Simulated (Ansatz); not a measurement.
Computed with PBE (plane waves to 420 eV, PAW; Ansatz, an electronic-structure program).

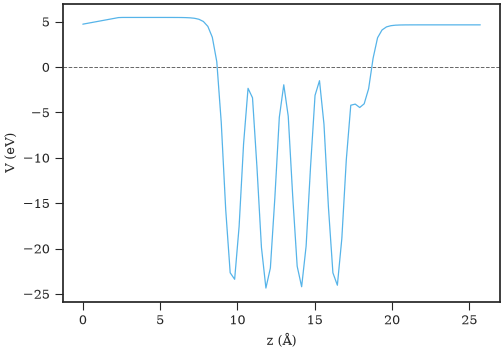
Electrostatic potential energy of an electron, averaged over planes parallel to the surface, in eV from the Fermi level, for S on the 1x1 (111) surface of fcc Ir, one in a 2x1 cell, started at the site 'bridge Ir-Ir (span 2.7 Å)'

Slab: 9 atoms, 6.6 Å thick at the start under the adsorbate (thin: gaps and levels are the slab's own); k 6x12x1, smearing 0.1 eV, dipole-corrected; 4 atoms held, the rest relaxed; start symmetry kept, larger cells not searched; no spin, no spin-orbit, no U, no dispersion correction. At the end it is bonded to 3 Ir. In PBE it is, or lies within 0.03 eV of, the lowest of the starts that converged.

The vacuum level lies 4.66 eV above the Fermi level over the top face and 5.47 eV above it under the bottom face.
